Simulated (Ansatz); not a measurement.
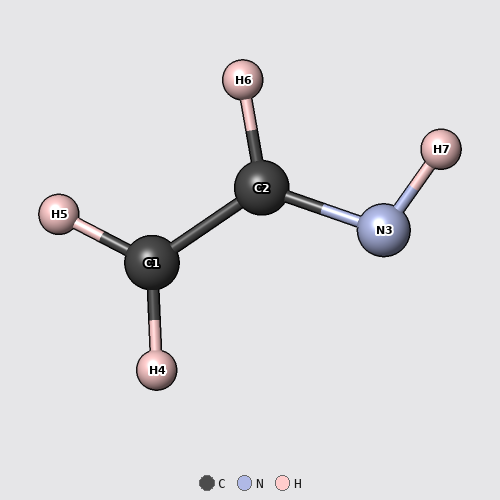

The system is C₂H₄N, SMILES [CH2-]C=N, charge −1; the picture shows the reference structure. First axis: dihedral H4–C1–C2–N3. Second axis: dihedral C1–C2–N3–H7. Nothing is relaxed (all other coordinates rigid). The scan uses a 10 × 10 grid; 52 points were computed and 48 follow by symmetry. Energies: kJ/mol, counted from the lowest grid point. Energies and slopes of some neighbouring points disagree (a jump in structure or state, or too coarse a mesh). The restricted reference is unstable at some or all points, so the energies there are unreliable. Level of theory: RHF-MP2, frozen core/def2-TZVPD in Ansatz 0.2.0.

Its coordinates:

```json
{"atom": "C", "x (Å)": "-0.9189", "y (Å)": "0.3123", "z (Å)": "-0.4597"}
{"atom": "C", "x (Å)": "0.2817", "y (Å)": "0.0388", "z (Å)": "0.1699"}
{"atom": "N", "x (Å)": "0.9108", "y (Å)": "-1.1415", "z (Å)": "0.2766"}
{"atom": "H", "x (Å)": "-1.4878", "y (Å)": "-0.4706", "z (Å)": "-0.9544"}
{"atom": "H", "x (Å)": "-1.3095", "y (Å)": "1.3241", "z (Å)": "-0.4659"}
{"atom": "H", "x (Å)": "0.7512", "y (Å)": "0.9292", "z (Å)": "0.6308"}
{"atom": "H", "x (Å)": "1.7725", "y (Å)": "-0.9923", "z (Å)": "0.8028"}
```

Range: dihedral H4–C1–C2–N3 from −180 to 144°; dihedral C1–C2–N3–H7 from −180 to 144°.

Q: Predict the map.

A: The lowest grid point is at dihedral H4–C1–C2–N3 = 0°, dihedral C1–C2–N3–H7 = 0°. Other grid points that lie below all their neighbours: dihedral H4–C1–C2–N3 = −180°, dihedral C1–C2–N3–H7 = 0° (0.03 kJ/mol higher); dihedral H4–C1–C2–N3 = 0°, dihedral C1–C2–N3–H7 = −180° (2.2 kJ/mol higher); dihedral H4–C1–C2–N3 = −180°, dihedral C1–C2–N3–H7 = −180° (2.3 kJ/mol higher). The highest grid point, dihedral H4–C1–C2–N3 = −108°, dihedral C1–C2–N3–H7 = 108°, lies 295 kJ/mol above the lowest.

```tsv
dihedral C1–C2–N3–H7 ↓, dihedral H4–C1–C2–N3 →	−180	−144	−108	−72	−36	0	36	72	108	144
144	24	82	196	170	59	24	81	195	170	59
108	68	137	295	257	114	68	137	295	256	114
72	70	124	270	272	127	70	124	270	272	127
36	24	62	166	176	73	24	62	167	177	73
0	0	37	125	125	37	0	37	125	125	37
−36	24	73	177	167	62	24	73	176	166	62
−72	70	127	272	270	124	70	127	272	270	124
−108	68	114	256	295	137	68	114	257	295	137
−144	24	59	170	195	81	24	59	170	196	82
−180	2	44	141	140	43	2	43	140	141	44
```

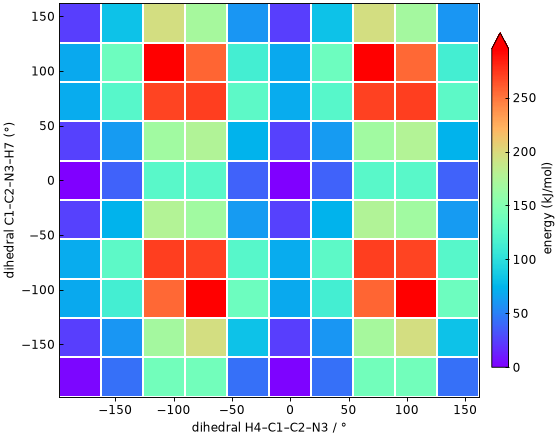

Drawn: one coloured cell a grid point, one colour for all values above the top of the scale.

Each point was launched as `ansatz run input.yaml --threads 1 --pin off --max-ram 2560MiB --backend cpu --events-out ev --progress --plain --runs-dir out`. The whole map (52 points run) took 6.3 min on 1 thread of Arm Neoverse V1 (shared host).
